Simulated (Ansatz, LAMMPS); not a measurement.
# Electronic structure of glassy 40SiO2-28Al2O3-16Li2O-16SrO (mol %) (85 atoms)

Aim: energy, forces, charges and density of states of glassy 40SiO2-28Al2O3-16Li2O-16SrO (mol %) (85 atoms) at a fixed geometry.

Method: Kohn-Sham DFT, PBEsol, PAW (set soft_2), plane waves, in Ansatz 0.2.0.

### 1. The structure

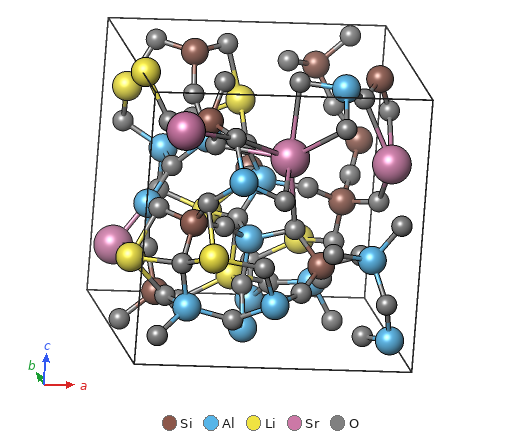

Start, viewed slightly off an axis; silicon brown, aluminium blue, lithium yellow, strontium pink, oxygen grey.

The cell holds 85 atoms: 10 Si, 14 Al, 8 Li, 4 Sr and 49 O. Cell: a = 10.327 Å, b = 10.327 Å, c = 10.327 Å, α = 90.0°, β = 90.0°, γ = 90.0°. 85 atoms (10 Si, 14 Al, 8 Li, 4 Sr, 49 O) placed at random at 2.79 g/cm³, melted at 4000 K for 10 ps at fixed volume with the Morse and Coulomb pair potential with partial charges (Pedone, Malavasi, Menziani, Cormack and Segre, J. Phys. Chem. B 110, 11780 (2006)). Quenched from 4000 K to 300 K at 6 K/ps and fixed volume, held 5 ps, then minimised at fixed cell.

Before any run, some limits are plain. The quench rate of 6 K/ps is many orders above laboratory rates, so the cell is likely richer in defects and strain than a real sample. The network of bonds at the start is that of the classical potential that made the cell, and needn't be the one that DFT or experiment would give. The Brillouin zone is sampled at Γ only, in a cell whose shortest periodic width is 10 Å.

### 2. Making the structure

A classical potential makes the cell, at a small fraction of what the same run would cost in DFT.

This step: classical MD, Morse and Coulomb pair potential with partial charges (Pedone, Malavasi, Menziani, Cormack and Segre, J. Phys. Chem. B 110, 11780 (2006)) (LAMMPS 22 Jul 2025 - Update 4).

Input file in.lmp:

```
# melt-quench of Si10Al14Li8Sr4O49
units metal
atom_style charge
boundary p p p
region box block 0 10.3272 0 10.3272 0 10.3272
create_box 5 box
mass 1 28.0850   # Si
mass 2 26.9815   # Al
mass 3 6.9400   # Li
mass 4 87.6200   # Sr
mass 5 15.9990   # O
create_atoms 1 random 10 433863 NULL overlap 1.5 maxtry 2000
create_atoms 2 random 14 433870 NULL overlap 1.5 maxtry 2000
create_atoms 3 random 8 433877 NULL overlap 1.5 maxtry 2000
create_atoms 4 random 4 433884 NULL overlap 1.5 maxtry 2000
create_atoms 5 random 49 433891 NULL overlap 1.5 maxtry 2000
pair_style hybrid/overlay pedone 5.5 coul/long 8.0
pair_coeff * * coul/long
pair_coeff 1 5 pedone 0.340554 2.006700 2.100000 1   # Si-O
pair_coeff 2 5 pedone 0.361581 1.900442 2.164818 0.9   # Al-O
pair_coeff 3 5 pedone 0.001114 3.429506 2.681360 1   # Li-O
pair_coeff 4 5 pedone 0.019623 1.886000 3.328330 3   # Sr-O
pair_coeff 5 5 pedone 0.042395 1.379316 3.618701 22   # O-O
set type 1 charge 2.4
set type 2 charge 1.8
set type 3 charge 0.6
set type 4 charge 1.2
set type 5 charge -1.2
kspace_style pppm 1.0e-4
neigh_modify delay 0 every 1 check yes
thermo_style custom step time temp pe press density
thermo_modify norm yes
timestep 0.002
thermo 100
# [... 18 lines left out ...]
thermo 1250
fix md all nvt temp 300 300 0.2
run 2500 post no
unfix md
thermo 100
min_style cg
minimize 0 1e-3 2000 20000
write_dump all custom glass.dump id type xs ys zs modify sort id
```

Launch:

```sh
$ lmp -in in.lmp -log none -nocite
```

Numbers of over 12 decimals in the logs are rounded to 6 here.

The log of the run:

```text
LAMMPS (22 Jul 2025 - Update 4)
Created orthogonal box = (0 0 0) to (10.3272 10.3272 10.3272)
Created 10 atoms
Created 14 atoms
Created 8 atoms
Created 4 atoms
Created 49 atoms
PPPM initialization ...
  G vector (1/distance) = 0.38732042
  grid = 12 12 12
  estimated relative force accuracy = 4.0234882e-05
   Step          Time           Temp          PotEng         Press         Density
         0   0              0             -3.7640816      589653.11      2.7869592
        70   0.14           0             -12.859166     -27650.753      2.7869592
Loop time of 0.0687159 s on 1 MPI rank(s) for 70 steps with 85 atoms
Minimization stats:
[... 37 lines left out ...]
    316250   632.5          309.0195      -13.049641     -13835.475      2.7869592
    316833   633.666        278.99849     -13.046766     -14391.706      2.7869592
Loop time of 1.56742 s on 1 MPI rank(s) for 2500 steps with 85 atoms
   Step          Time           Temp          PotEng         Press         Density
    316833   633.666        278.99849     -13.046766     -14391.706      2.7869592
    316850   633.7          278.99849     -13.086778     -19315.897      2.7869592
Loop time of 0.051212 s on 1 MPI rank(s) for 17 steps with 85 atoms
Minimization stats:
  Stopping criterion = linesearch alpha is zero
  Energy initial, next-to-last, final =
       -13.04676636684   -13.086778218875   -13.086778218875
  Force two-norm initial, final = 11.620285 0.36722989
  Iterations, force evaluations = 17 67
```

The job ended after 3.6 min (1 thread of Arm Neoverse N1, shared host; peak memory 0.074 GiB).

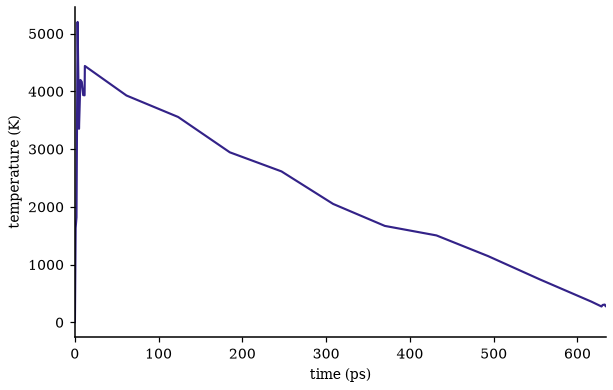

Temperature against time.

### 3. Plane-wave single point

The electrons are solved once, with the atoms held.

Input file input.yaml:

```yaml
crystal:
  lattice:
    - [10.3272, 0.0, 0.0]
    - [0.0, 10.3272, 0.0]
    - [0.0, 0.0, 10.3272]
  atoms:
    - { symbol: Si, position: [0.70736, 0.32857, 0.29268] }
    - { symbol: Si, position: [0.90665, 0.5392, 0.92761] }
    - { symbol: Si, position: [0.26176, 0.30095, 0.81847] }
    - { symbol: Si, position: [0.15031, 0.505, 0.13473] }
    - { symbol: Si, position: [0.26665, 0.71498, 0.96072] }
    - { symbol: Si, position: [0.22297, 0.25417, 0.45618] }
    - { symbol: Si, position: [0.75692, 0.9853, 0.85426] }
    - { symbol: Si, position: [0.83062, 0.67546, 0.43824] }
    - { symbol: Si, position: [0.92132, 0.92191, 0.59856] }
    - { symbol: Si, position: [0.54779, 0.99168, 0.46458] }
    - { symbol: Al, position: [0.3095, 0.56739, 0.68503] }
    - { symbol: Al, position: [0.19667, 0.80628, 0.58042] }
    - { symbol: Al, position: [0.84344, 0.08849, 0.38228] }
    - { symbol: Al, position: [0.46092, 0.43346, 0.35522] }
    - { symbol: Al, position: [0.73826, 0.2764, 0.95846] }
    - { symbol: Al, position: [0.50815, 0.0993, 0.20357] }
    - { symbol: Al, position: [0.55424, 0.8374, 0.02802] }
    - { symbol: Al, position: [0.73316, 0.61796, 0.15652] }
    - { symbol: Al, position: [0.92625, 0.07817, 0.09257] }
    - { symbol: Al, position: [0.44186, 0.32805, 0.05709] }
    - { symbol: Al, position: [0.10694, 0.54116, 0.44675] }
    - { symbol: Al, position: [0.53603, 0.67234, 0.5089] }
    - { symbol: Al, position: [0.35467, 0.05802, 0.66259] }
    - { symbol: Al, position: [0.21012, 0.19458, 0.16322] }
    - { symbol: Li, position: [0.04078, 0.75666, 0.81649] }
    - { symbol: Li, position: [0.01765, 0.30399, 0.99115] }
    - { symbol: Li, position: [0.36535, 0.77183, 0.3633] }
    - { symbol: Li, position: [0.43698, 0.6116, 0.1766] }
    - { symbol: Li, position: [0.72814, 0.89577, 0.23751] }
    - { symbol: Li, position: [0.45862, 0.79276, 0.76883] }
    - { symbol: Li, position: [0.2603, 0.01557, 0.39133] }
    - { symbol: Li, position: [0.01478, 0.30739, 0.31064] }
    - { symbol: Sr, position: [0.561, 0.3025, 0.69091] }
    - { symbol: Sr, position: [0.94375, 0.38454, 0.65702] }
    - { symbol: Sr, position: [0.12384, 0.016, 0.85625] }
    - { symbol: Sr, position: [0.04632, 0.81482, 0.21831] }
    - { symbol: O, position: [0.6962, 0.63672, 0.49571] }
    - { symbol: O, position: [0.19936, 0.62794, 0.5645] }
    - { symbol: O, position: [0.4445, 0.59782, 0.38618] }
    - { symbol: O, position: [0.50882, 0.06703, 0.59579] }
    - { symbol: O, position: [0.31142, 0.89682, 0.67126] }
    - { symbol: O, position: [0.03056, 0.50885, 0.02853] }
    - { symbol: O, position: [0.72498, 0.13976, 0.84595] }
    - { symbol: O, position: [0.09505, 0.10733, 0.07895] }
    - { symbol: O, position: [0.15838, 0.3548, 0.16099] }
    - { symbol: O, position: [0.87208, 0.9808, 0.96416] }
    - { symbol: O, position: [0.17709, 0.17344, 0.32862] }
    - { symbol: O, position: [0.33354, 0.15983, 0.79573] }
    - { symbol: O, position: [0.12176, 0.56575, 0.27847] }
    - { symbol: O, position: [0.5222, 0.83946, 0.47685] }
    - { symbol: O, position: [0.46107, 0.62765, 0.65044] }
    - { symbol: O, position: [0.83083, 0.40509, 0.88875] }
    - { symbol: O, position: [0.62258, 0.22011, 0.21957] }
    - { symbol: O, position: [0.3974, 0.79685, 0.97207] }
    - { symbol: O, position: [0.69021, 0.02335, 0.41736] }
    - { symbol: O, position: [0.0573, 0.87068, 0.65852] }
    - { symbol: O, position: [0.81863, 0.62841, 0.01339] }
    - { symbol: O, position: [0.11494, 0.36798, 0.47773] }
    - { symbol: O, position: [0.1419, 0.80419, 0.97805] }
    - { symbol: O, position: [0.89284, 0.01091, 0.24115] }
    - { symbol: O, position: [0.63939, 0.89326, 0.89007] }
    - { symbol: O, position: [0.24821, 0.14293, 0.55998] }
    - { symbol: O, position: [0.94287, 0.57356, 0.46897] }
    - { symbol: O, position: [0.57435, 0.96633, 0.13371] }
    - { symbol: O, position: [0.61092, 0.37201, 0.41161] }
    - { symbol: O, position: [0.57914, 0.32176, 0.96518] }
    - { symbol: O, position: [0.19932, 0.84368, 0.41898] }
    - { symbol: O, position: [0.81666, 0.70341, 0.28312] }
    - { symbol: O, position: [0.8249, 0.94274, 0.7185] }
    - { symbol: O, position: [0.44895, 0.04399, 0.3542] }
    - { symbol: O, position: [0.26134, 0.64624, 0.82403] }
    - { symbol: O, position: [0.85512, 0.22428, 0.06657] }
    - { symbol: O, position: [0.30731, 0.40034, 0.70665] }
    - { symbol: O, position: [0.37486, 0.17436, 0.12685] }
    - { symbol: O, position: [0.3148, 0.3571, 0.94934] }
    - { symbol: O, position: [0.7361, 0.45724, 0.21269] }
    - { symbol: O, position: [0.87767, 0.81204, 0.49959] }
    - { symbol: O, position: [0.59411, 0.70388, 0.12586] }
    - { symbol: O, position: [0.93411, 0.05444, 0.52019] }
    - { symbol: O, position: [0.44506, 0.42385, 0.19011] }
    - { symbol: O, position: [0.25649, 0.60745, 0.07791] }
    - { symbol: O, position: [0.34904, 0.3347, 0.42521] }
    - { symbol: O, position: [0.83384, 0.2569, 0.35357] }
    - { symbol: O, position: [0.95915, 0.59375, 0.79736] }
    - { symbol: O, position: [0.11062, 0.27568, 0.82052] }
kpoints:
  mp_grid: { grid: [1, 1, 1] }
hamiltonian:
  xc: pbesol
scf:
  occupations: { method: fixed }
output:
  forces: true
  stress: true
  populations: true
  dos:
    method: { smearing: { sigma: 0.08 } }
    de: 0.1
    projected: { site_lists: { Al: [Al], Li: [Li], O: [O], Si: [Si], Sr: [Sr] } }
  eigenvalues: true
  write_density: true
  write_potential: true
  volumetric_format: npy
```

Launch:

```sh
$ ansatz run input.yaml --threads 8 --pin off --max-ram 15872MiB --backend cpu --events-out ev --progress --plain --runs-dir out
```

The log of the run:

```text
Engine: ansatz 0.2.0, aarch64-unknown-linux-gnu
Pseudopotentials: kind: paw
Pseudopotential: Si, paw, valence charge 4, recommended cutoff 420 eV (normal), Si.paw.azcp
Pseudopotential: Al, paw, valence charge 3, recommended cutoff 420 eV (normal), Al.paw.azcp
Pseudopotential: Li, paw, valence charge 3, recommended cutoff 420 eV (normal), Li.paw.azcp
Pseudopotential: Sr, paw, valence charge 10, recommended cutoff 420 eV (normal), Sr.paw.azcp
Pseudopotential: O, paw, valence charge 6, recommended cutoff 420 eV (normal), O.paw.azcp
Functional definition: PBEsol
  exchange = pbesol_x
  correlation = pbesol_c
Crystal: 85 atoms, lattice volume = 1101.407 Å³
Basis set: ecut = 420 eV, 21559 PW (Γ), exchange–correlation on 144×144×144 points (8 copies of the dense FFT grid, shifted against one another)
Bands: 305, of which v1, the nominal top of the filled ones, is band 220 counted from 1 (219 counted from 0)
Symmetry: 1 space group operations
Space group: P1 (ITA 1), of the structure as read, at distance tolerance 1.0e-4 Å
k-points: 1
Non-local potential: Si, projectors of the file, l = 0: 2, l = 1: 2, l = 2: 2
Non-local potential: Al, projectors of the file, l = 0: 2, l = 1: 2, l = 2: 1
Non-local potential: Li, projectors of the file, l = 0: 3, l = 1: 2, l = 2: 1
Non-local potential: Sr, projectors of the file, l = 0: 3, l = 1: 2, l = 2: 2
Non-local potential: O, projectors of the file, l = 0: 2, l = 1: 2, l = 2: 1
PAW form: soft (Blöchl's): semilocal exchange-correlation on the pseudo side does not see the compensation charge
PAW frozen core: Si, regenerated for the run's functional, and the local potential with it (the file was generated under x = pbe(κ = 0.804, μ = 0.219515), c = pbe(β = 0.066725))
PAW frozen core: Al, regenerated for the run's functional, and the local potential with it (the file was generated under x = pbe(κ = 0.804, μ = 0.219515), c = pbe(β = 0.066725))
PAW frozen core: Sr, regenerated for the run's functional, and the local potential with it (the file was generated under x = pbe(κ = 0.804, μ = 0.219515), c = pbe(β = 0.066725))
PAW frozen core: O, regenerated for the run's functional, and the local potential with it (the file was generated under x = pbe(κ = 0.804, μ = 0.219515), c = pbe(β = 0.066725))
PAW one-centre angular grid: Si, 110 points (default); XC on 64 Gauss nodes
PAW one-centre angular grid: Al, 110 points (default); XC on 64 Gauss nodes
PAW one-centre angular grid: Li, 110 points (default); XC on 64 Gauss nodes
PAW one-centre angular grid: Sr, 110 points (default); XC on 64 Gauss nodes
PAW one-centre angular grid: O, 110 points (default); XC on 64 Gauss nodes
Initial density: superposition of atomic densities (neutral atoms: chi_scale 0, normalization atom), corrected by the library's trained network
Initial wavefunctions: pseudopotential atomic-orbital guess
Functional: x = pbesol(κ = 0.804, μ = 0.123457), c = pbesol(β = 0.046)
SCF iter   1: F=—  HF=-56743.373950 eV  |F-HF|=—  |Δ(HF+E_count)|=         —  Δρ=1.14e-2  dr2=1.17e0  ethr=1.77e-3  ⟨swp⟩=5.0  Hψ=1176  notcnv=0  defer=83
preconditioner: auto → Resta (q_TF=auto, 2.341 Å⁻¹)  ε∞=3.2  [insulator: Δε(μ)=2.969 eV  Ē_g=15.216 eV  n_scr=250 (ndim 8)  ℏωp=22.8 eV  f_vac=0.101  ε∞_Penn≈3.2]
SCF iter   2: F=—  HF=-56743.050335 eV  |F-HF|=—  |Δ(HF+E_count)|=   3.24e-1  Δρ=2.05e-3  dr2=2.95e-2  ethr=2.65e-4  ⟨swp⟩=2.0  Hψ=495  notcnv=0  defer=83
SCF iter   3: F=—  HF=-56743.048644 eV  |F-HF|=—  |Δ(HF+E_count)|=   1.69e-3  Δρ=8.31e-4  dr2=9.19e-3  ethr=6.70e-6  ⟨swp⟩=2.0  Hψ=396  notcnv=0  defer=83
SCF iter   4: F=—  HF=-56743.049708 eV  |F-HF|=—  |Δ(HF+E_count)|=   1.06e-3  Δρ=5.60e-4  dr2=3.08e-3  ethr=2.09e-6  ⟨swp⟩=2.0  Hψ=387  notcnv=0  defer=83
SCF iter   5: F=—  HF=-56743.049295 eV  |F-HF|=—  |Δ(HF+E_count)|=   4.13e-4  Δρ=9.76e-5  dr2=1.64e-4  ethr=6.99e-7  ⟨swp⟩=2.0  Hψ=397  notcnv=0  defer=83
SCF iter   6: F=—  HF=-56743.049470 eV  |F-HF|=—  |Δ(HF+E_count)|=   1.74e-4  Δρ=6.05e-5  dr2=3.82e-5  ethr=3.73e-8  ⟨swp⟩=2.0  Hψ=431  notcnv=0  defer=83
SCF iter   7: F=—  HF=-56743.050496 eV  |F-HF|=—  |Δ(HF+E_count)|=   1.03e-3  Δρ=2.17e-5  dr2=5.42e-6  ethr=8.67e-9  ⟨swp⟩=2.0  Hψ=518  notcnv=0  defer=83
SCF iter   8: F=—  HF=-56743.050500 eV  |F-HF|=—  |Δ(HF+E_count)|=   3.52e-6  Δρ=6.69e-6  dr2=7.52e-7  ethr=1.23e-9  ⟨swp⟩=2.0  Hψ=385  notcnv=0  defer=83
SCF iter   9: F=—  HF=-56743.050501 eV  |F-HF|=—  |Δ(HF+E_count)|=   1.18e-6  Δρ=5.44e-6  dr2=2.89e-7  ethr=1.71e-10  ⟨swp⟩=2.0  Hψ=432  notcnv=0  defer=83
SCF iter  10: F=-56743.050501 eV  HF=-56743.050501 eV  |F-HF|=4.63e-8  |Δ(HF+E_count)|=   8.03e-8  Δρ=1.34e-6  dr2=2.97e-8  ethr=2.27e-11  ⟨swp⟩=22.0  Hψ=3266  notcnv=0
SCF 1 converged in 10 iterations: F = -56743.050501 eV  dr2 = 2.97e-8
  greatest PAW one-centre occupation: 1.000 electrons in one spin orbital (limit 2), on the Li atom at site 30 (counted from 0), in its partial waves of l = 0
SCF converged after 10 iterations
Free energy (F): -56743.050501 eV
Harris-Foulkes:  -56743.050501 eV  (|F-HF|=4.63e-8)
Internal energy: -56743.050501 eV  (E = F + TS)
E sigma→0 (E₀):  -56743.050501 eV
Fermi energy:    4.022470 eV
--- Per-component energies (eV) ---
  E_band       = -2305.330246
  E_kinetic    = 10678.550048
  E_local      = -27997.200740  (includes V_loc(G=0)·N_el)
  E_nonlocal   = 3312.009120
  E_hartree    = 10055.907600
  E_xc         = -5487.288911
  E_vxc        = -6274.259860  (∫ρ·V_xc dr)
  E_paw        = -29601.273036  (= ΣΔE_a)
  E_vpaw       = -2136.363072  (= ΣTr[D̂ρ^β])
  E_aug_tail   = 0.124379  (compensation charges beyond the density's cutoff)
  E_ewald      = -17706.729011
  E_core_change = 2.850050  (= ΣΔE_core)
  E_smearing   = -0.000000  (= −TS)
  E_closure    = 0.000000  (closes the sum)
  Σ components = -56743.050501   (vs F -56743.050501, Δ=0.00e0)
--- Forces (eV/Å), atoms counted from 1 ---
  atom   1  Si    -1.54064958     0.07547167     0.10021360
  atom   2  Si     0.24289907    -0.44322607     1.00123436
  atom   3  Si     0.01329217    -0.12302623    -0.13836212
  atom   4  Si    -1.20205193     0.54937034    -0.66225804
  atom   5  Si    -0.38848597    -0.18767920     0.06883575
  atom   6  Si     1.37168544     0.38245822    -0.29907158
  atom   7  Si     0.83625238     1.16829935     0.65367130
  atom   8  Si    -0.40520272     0.57587551    -0.30626430
  atom   9  Si    -0.37609178    -0.01136948    -0.15219918
  atom  10  Si    -0.29329341     0.06428254    -0.75345766
  atom  11  Al     0.18418384    -0.36445730     0.26599704
  atom  12  Al     0.12179218     0.50269934    -0.45588794
  atom  13  Al    -1.05480840     0.04669815     0.27549510
  atom  14  Al     0.45569379    -0.57771616    -0.40854331
[...]
atom  84  O      0.79889966     0.45337830    -2.01556862
  atom  85  O     -2.19077015    -0.49029980    -0.24002331
  max |Σ_I F_I| component: 2.24e-4 eV/Å
--- Stress (GPa, compression-positive) ---
        2.895106      -0.660723      -1.398128
       -0.660727       1.379119      -0.382670
       -1.398128      -0.382677       2.138286
  P = ⅓ Tr σ = 2.1375 GPa (21.375 kbar)
--- Band table (eV) ---
  k-point 0: bands = ["-39.9337", "-39.6461", "-39.5308", "-39.3146", [... 289 levels ...], "13.7043", "13.7154", "13.7413", "13.8565", "13.9104", "13.9465", "13.9774", "14.0591", "14.1312", "14.1932", "14.2203", "14.2612"]
--- Löwdin populations: 85 sites ---
  site symbol       q [e]
     0     Si      2.3132
     1     Si      2.3784
     2     Si      2.3863
[...]
84      O      7.0011
  spilling = 0.011384 (of n_electrons = 440.000000)
```

Wall time 58 s (8 threads of Arm Neoverse N1, shared host); peak memory 1.3 GiB.

Reading the cycles: dr2 is the Hartree energy of the density residual (eV), the measure of convergence; HF is the Harris–Foulkes estimate of the energy, which meets the free energy F at convergence.

Numbers from this run:

```
free energy                                      : -56743.0505 eV
free energy per atom                             : -667.5653 eV/atom
SCF cycles                                       : 10
pressure                                         : 2.138 GPa
r.m.s. force component                           : 0.6718 eV/Å
longest force                                    : 2.258 eV/Å
Fermi energy                                     : 4.022 eV
gap (highest filled to lowest empty level) : 3.055 eV
spilling of the projection                       : 0.01138
```

Neighbours are counted within 2.23 Å (O-Al), 2.08 Å (O-Si), 2.58 Å (O-Li), 3.18 Å (O-Sr).

Length of the force by element and coordination:

```csv
element,coordination,atoms,mean length of the force (eV/Å),spread,least,most
Al,all,14,0.845,0.251,0.412,1.30
Li,all,8,0.479,0.287,0.226,1.12
Li,3,1,0.391,0,0.391,0.391
Li,4,6,0.536,0.308,0.245,1.12
Li,6,1,0.226,0,0.226,0.226
O,all,49,1.25,0.441,0.416,2.26
O,2,9,1.03,0.365,0.448,1.56
O,3,26,1.23,0.453,0.416,2.21
O,4,14,1.45,0.381,0.996,2.26
Si,all,10,0.979,0.500,0.186,1.58
Sr,all,4,0.830,0.321,0.498,1.28
Sr,5,2,0.890,0.392,0.498,1.28
Sr,6,1,0.981,0,0.981,0.981
Sr,7,1,0.557,0,0.557,0.557
```

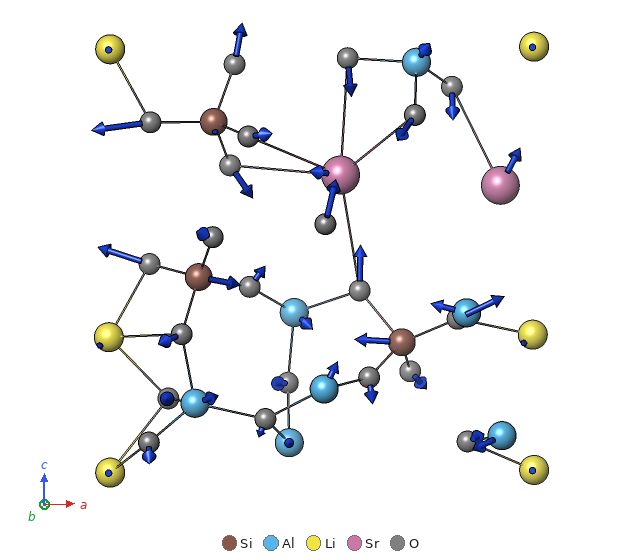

Forces as arrows; the longest in the cell is 2.26 eV/Å. Drawn is a slice 4 Å thick, seen along the normal of the ac plane. Bonds to atoms that aren't drawn are left out.

Löwdin charges by element and coordination (they lack the spilled electrons, 0.059 e an atom on average):

```csv
element,coordination,atoms,mean charge (e),spread,least,most
Al,all,14,1.26,0.0384,1.17,1.31
Li,all,8,0.818,0.0197,0.784,0.846
Li,3,1,0.820,0,0.820,0.820
Li,4,6,0.819,0.0221,0.784,0.846
Li,6,1,0.806,0,0.806,0.806
O,all,49,-0.882,0.0597,-1.08,-0.785
O,2,9,-0.822,0.0199,-0.845,-0.785
O,3,26,-0.875,0.0416,-0.978,-0.800
O,4,14,-0.935,0.0618,-1.08,-0.851
Si,all,10,1.67,0.0328,1.61,1.71
Sr,all,4,1.85,0.0116,1.83,1.86
Sr,5,2,1.83,3.0e-4,1.83,1.83
Sr,6,1,1.86,0,1.86,1.86
Sr,7,1,1.86,0,1.86,1.86
```

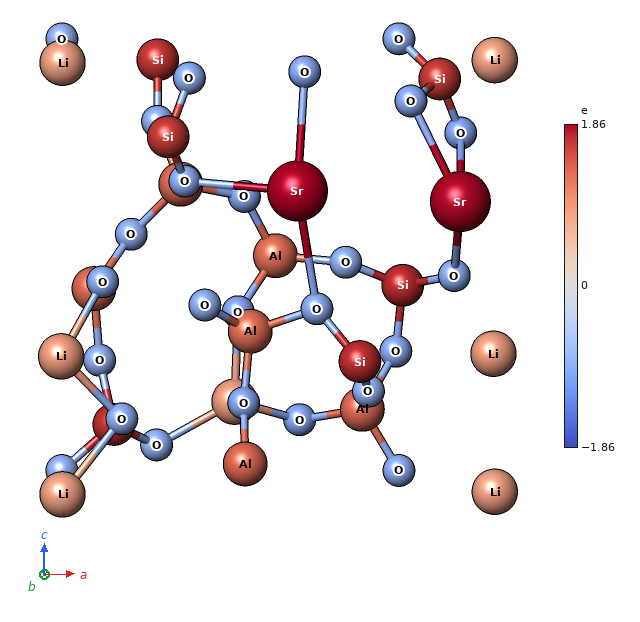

Atoms coloured by Löwdin charge. Drawn is a slice 5 Å thick, seen along the normal of the ac plane. Bonds to atoms that aren't drawn are left out.

(Part 1 of 2 ends here.)

[Logs are printed without paths, hosts, clocks, repeated set-up lines and the standing remarks that a program may print on its own settings, such as how far it seeks lower states.]

[Hosts, paths, dates, database ids (printed as entryN), source tags and the programs' standing remarks are cut or masked in the printed files.]
